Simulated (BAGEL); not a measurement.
**SiH2 (SMILES [SiH2]) at NEVPT2(6,6)/6-31G(d) (density fitting with cc-pvqz-jkfit, spherical functions)**

Aim: the vertical ionisation energy of SiH2 at NEVPT2(6,6)/6-31G* (density fitting with cc-pvqz-jkfit, spherical functions), from 2 runs. 

The calculation is run with BAGEL 1.2.2.

3 further runs of the same task are left out: 3 set aside as unsound or not needed. Runs told in other sessions of the task aren't counted.

**1. The molecule**

The species is SiH2 (3 atoms), meant as a singlet with charge 0. As SMILES, `[SiH2]`. The coordinates come from a PBE0-D4/def2-TZVP relaxation.

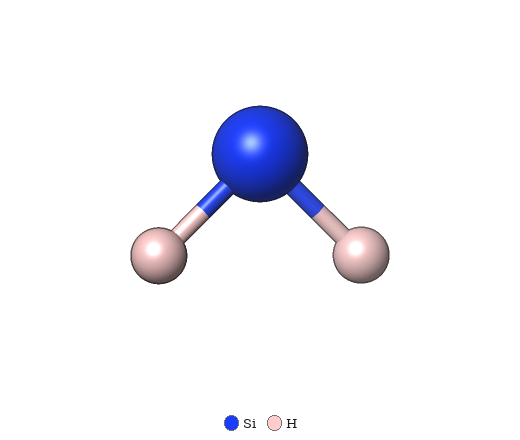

The structure, seen from a chosen angle (silicon blue, hydrogen pink).

**2. The energy at NEVPT2(6,6)/6-31G(d) (density fitting with cc-pvqz-jkfit, spherical functions)**

Contents of nevpt2.json:

```json
{ "bagel" : [

{
  "title" : "molecule",
  "basis" : "6-31gs.json",
  "df_basis" : "cc-pvqz-jkfit",
  "angstrom" : true,
  "geometry" : [
    { "atom" : "Si", "xyz" : [   -0.491200,    0.468600,   -0.213600 ] },
    { "atom" : "H", "xyz" : [    0.840300,    0.578600,    0.522500 ] },
    { "atom" : "H", "xyz" : [   -0.349100,   -1.047200,   -0.308900 ] }
  ]
},
{
  "title" : "hf"
},
{
  "title" : "nevpt2",
  "nstate" : 1,
  "nact" : 6,
  "nclosed" : 5,
  "maxiter" : 200,
  "natocc" : true,
  "ncore" : 5
},
{
  "title" : "print",
  "file" : "orbitals.molden",
  "orbitals" : true
}

]}
```

The basis set 6-31G* is read from a file made from the Basis Set Exchange's data (not shown).

On the command line:

```
$ BAGEL_NUM_THREADS=1 BAGEL nevpt2.json > nevpt2.out
```

Output:

```text
* using 1 threads per process

  ===============================================================
  ===============================================================

  *** Geometry ***

  { "atom" : "Si", "xyz" : [     -0.928233,      0.885526,     -0.403646 ] },
  { "atom" : "H", "xyz" : [      1.587937,      1.093396,      0.987382 ] },
  { "atom" : "H", "xyz" : [     -0.659703,     -1.978921,     -0.583736 ] },

  Number of auxiliary basis functions:      250

  Since a DF basis is specified, we compute 2- and 3-index integrals:
    o Being stored without compression. Storage requirement is 0.001 GB

  Number of basis functions:       22
  Number of electrons      :       16

    * METHOD: MOLECULE                             0.04

  *** RHF ***

  === Nuclear Repulsion ===
     9.9562460366

      * DIIS with orbital gradients will be used.

  === RHF iteration (6-31gs.json) ===
      0       -289.98447182          0.01037142           0.00
      1       -289.99738418          0.00282553           0.00
      2       -289.99853956          0.00041527           0.00
      3       -289.99858150          0.00009791           0.00
      4       -289.99858465          0.00001560           0.00
      5       -289.99858471          0.00000103           0.00
      6       -289.99858471          0.00000012           0.00
      7       -289.99858471          0.00000003           0.00
      8       -289.99858471          0.00000000           0.00
    * SCF iteration converged.

    * Permanent dipole moment:
           (   -0.107681,     0.102691,    -0.046829) a.u.

    * METHOD: HF                                   0.05

    * freezing 5 orbitals
  ---------------------------
      CASSCF calculation
  ---------------------------

    * nstate   :      1
    * nclosed  :      5
    * nact     :      6
    * nvirt    :     11
  === CASSCF iteration (6-31gs.json) ===

    * Using the second-order algorithm

      0  0      -290.01374734     3.67e-03      0.01

      1  0      -290.04147895     3.42e-03      0.02

      2  0      -290.04622800     1.14e-03      0.02

      3  0      -290.04669816     5.42e-04      0.02

      4  0      -290.04683300     2.86e-04      0.02

      5  0      -290.04687259     1.59e-04      0.02

      6  0      -290.04688360     8.75e-05      0.02

      7  0      -290.04688657     4.72e-05      0.02

      8  0      -290.04688736     2.50e-05      0.02

      9  0      -290.04688757     1.30e-05      0.02

     10  0      -290.04688762     6.75e-06      0.02

     11  0      -290.04688764     3.47e-06      0.02

     12  0      -290.04688764     1.78e-06      0.02

     13  0      -290.04688764     9.11e-07      0.02

     14  0      -290.04688764     4.66e-07      0.02

     15  0      -290.04688764     2.38e-07      0.02

     16  0      -290.04688764     1.22e-07      0.02

     17  0      -290.04688764     6.21e-08      0.02

     18  0      -290.04688764     3.17e-08      0.02

     19  0      -290.04688764     1.62e-08      0.02

     20  0      -290.04688764     8.25e-09      0.02

    * Second-order optimization converged. *

     guess   0:   closed 111...               open ......

  === FCI iteration ===

      0  0      -289.99760360     1.13e-02      0.00
      1  0      -290.04359820     3.49e-03      0.00
      2  0      -290.04676069     7.05e-04      0.00
      3  0      -290.04687926     1.62e-04      0.00
      4  0      -290.04688702     5.11e-05      0.00
      5  0      -290.04688761     1.13e-05      0.00
      6  0      -290.04688764     2.86e-06      0.00
      7  0      -290.04688764     6.34e-07      0.00
      8  0      -290.04688764     1.09e-07      0.00
      9  0      -290.04688764     1.92e-08      0.00
     10  0      -290.04688764     3.38e-09      0.00
     11  0      -290.04688764     6.11e-10      0.00
     12  0      -290.04688764     1.25e-10      0.00
     13  0 *    -290.04688764     2.37e-11      0.00

     * ci vector, state   0, <S^2> = 0.0000
       222...    -0.9702674982
       22.2..     0.1843859105
       2.2.2.     0.0683643655
       2.2..2     0.0518406436

  === DF-NEVPT2 calculation ===

    * 3-index integral transformation done
    * assembly done

      NEVPT2 correlation energy:   -0.0307087388      0.00

          (+0)      0.0000000000
          (+0)'     0.0000000000
          (+1)      0.0000000000
          (+1)'     0.0000000000
          (+2)      0.0000000000
          (-1)      0.0000000000
          (-1)'    -0.0156306107
          (-2)     -0.0150781281

      NEVPT2 total energy:       -290.0775963815

    * METHOD: NEVPT2                               0.73

    * METHOD: PRINT                                0.00

  ===============================================================
```

It took 0.95 s on 1 thread of Arm Neoverse V1, shared host.

**3. The doublet cation**

Contents of job.json:

```json
{ "bagel": [

{
  "title": "molecule",
  "basis": "6-31gs.json",
  "df_basis": "cc-pvqz-jkfit",
  "angstrom": "true",
  "geometry": [
    { "atom": "Si", "xyz": [   -0.491200,    0.468600,   -0.213600 ] },
    { "atom": "H", "xyz": [    0.840300,    0.578600,    0.522500 ] },
    { "atom": "H", "xyz": [   -0.349100,   -1.047200,   -0.308900 ] }
  ]
},
{ "title": "hf", "charge": 2 },
{ "title": "casscf", "nstate": 1, "nact": 6, "nclosed": 5, "charge": 1, "nspin": 1, "maxiter": 200, "natocc": "true" },
{
  "title": "nevpt2",
  "nstate": 1,
  "nact": 6,
  "nclosed": 5,
  "charge": 1,
  "nspin": 1,
  "maxiter": 200,
  "natocc": "true",
  "ncore": 5
},
{ "title": "print", "file": "orbitals.molden", "orbitals": "true" }

]}
```

The basis set 6-31G* is read from a file made from the Basis Set Exchange's data (not shown).

On the command line:

```
$ BAGEL_NUM_THREADS=1 BAGEL job.json > job.out
```

Output:

```text
* using 1 threads per process

  ===============================================================
  ===============================================================

  *** Geometry ***

  { "atom" : "Si", "xyz" : [     -0.928233,      0.885526,     -0.403646 ] },
  { "atom" : "H", "xyz" : [      1.587937,      1.093396,      0.987382 ] },
  { "atom" : "H", "xyz" : [     -0.659703,     -1.978921,     -0.583736 ] },

  Number of auxiliary basis functions:      250

  Since a DF basis is specified, we compute 2- and 3-index integrals:
    o Being stored without compression. Storage requirement is 0.001 GB

  Number of basis functions:       22
  Number of electrons      :       16

    * METHOD: MOLECULE                             0.04

  *** RHF ***

  === Nuclear Repulsion ===
     9.9562460366

      * DIIS with orbital gradients will be used.

  === RHF iteration (6-31gs.json) ===
      0       -288.93107779          0.02338524           0.00
      1       -289.00660540          0.00414413           0.00
      2       -289.00831955          0.00071132           0.00
      3       -289.00837748          0.00014880           0.00
      4       -289.00837980          0.00003708           0.00
      5       -289.00837994          0.00000521           0.00
      6       -289.00837994          0.00000040           0.00
      7       -289.00837994          0.00000003           0.00
      8       -289.00837994          0.00000000           0.00
    * SCF iteration converged.

    * Permanent dipole moment:
           (    0.343127,    -0.327316,     0.149213) a.u.

    * METHOD: HF                                   0.04

  ---------------------------
      CASSCF calculation
  ---------------------------

    * nstate   :      1
    * nclosed  :      5
    * nact     :      6
    * nvirt    :     11
  === CASSCF iteration (6-31gs.json) ===

    * Using the second-order algorithm

      0  0      -289.69679313     2.05e-02      0.01

      1  0      -289.72480596     2.62e-03      0.02

      2  0      -289.72793196     8.75e-04      0.02

      3  0      -289.72806093     3.36e-04      0.02

      4  0      -289.72806960     1.08e-04      0.02

      5  0      -289.72807028     3.34e-05      0.02

      6  0      -289.72807034     1.02e-05      0.02

      7  0      -289.72807035     3.10e-06      0.02

      8  0      -289.72807035     9.40e-07      0.02

      9  0      -289.72807035     2.90e-07      0.02

     10  0      -289.72807035     1.05e-07      0.02

     11  0      -289.72807035     6.86e-08      0.02

     12  0      -289.72807035     6.83e-08      0.02

     13  0      -289.72807035     7.29e-08      0.02
[... 293 lines of this table left out ...]
    160  0      -289.72808037     2.12e-08      0.02

    161  0      -289.72808037     1.86e-08      0.02

    162  0      -289.72808037     1.63e-08      0.02

    163  0      -289.72808037     1.42e-08      0.02

    164  0      -289.72808037     1.25e-08      0.02

    165  0      -289.72808037     1.09e-08      0.02

    166  0      -289.72808037     9.53e-09      0.02

    * Second-order optimization converged. *

     guess   0:   closed 11....               open ..1...

  === FCI iteration ===

      0  0      -289.68540313     1.28e-02      0.00
      1  0      -289.72562297     3.33e-03      0.00
      2  0      -289.72791269     8.61e-04      0.00
      3  0      -289.72806760     2.10e-04      0.00
      4  0      -289.72807913     6.86e-05      0.00
      5  0      -289.72808028     1.94e-05      0.00
      6  0      -289.72808036     4.62e-06      0.00
      7  0      -289.72808037     1.66e-06      0.00
      8  0      -289.72808037     9.07e-07      0.00
      9  0      -289.72808037     2.93e-07      0.00
     10  0      -289.72808037     8.28e-08      0.00
     11  0      -289.72808037     2.05e-08      0.00
     12  0      -289.72808037     5.66e-09      0.00
     13  0      -289.72808037     1.07e-09      0.00
     14  0      -289.72808037     2.21e-10      0.00
     15  0 *    -289.72808037     5.10e-11      0.00

     * ci vector, state   0, <S^2> = 0.7500
       22a...    -0.9803537412
       2.a2..    -0.0718657696
       2.a.2.    -0.0533604516
       a2...2    -0.0527926292
       2.2.a.     0.0502728980

    * METHOD: CASSCF                               3.30

    * freezing 5 orbitals

  === DF-NEVPT2 calculation ===

    * 3-index integral transformation done
    * assembly done

      NEVPT2 correlation energy:   -0.0213102119      0.00

          (+0)      0.0000000000
          (+0)'     0.0000000000
          (+1)      0.0000000000
          (+1)'     0.0000000000
          (+2)      0.0000000000
          (-1)      0.0000000000
          (-1)'    -0.0124699463
          (-2)     -0.0088402655

      NEVPT2 total energy:       -289.7493905838

    * METHOD: NEVPT2                               0.25

    * METHOD: PRINT                                0.00

  ===============================================================
```

Run time: 3.9 s. Hardware: 1 thread of Arm Neoverse V1, shared host.

**4. Summary of results**

At NEVPT2(6,6)/6-31G* (density fitting with cc-pvqz-jkfit, spherical functions), 5 core orbitals frozen:

| quantity | value |
| --- | --- |
| singlet SiH2: total energy | -290.07760 Eh |
| doublet cation: total energy | -289.74939 Eh |
| vertical ionisation energy (to the doublet cation) | 8.931 eV |

**Reading.** The vertical ionisation energy comes to 8.93 eV (862 kJ/mol).
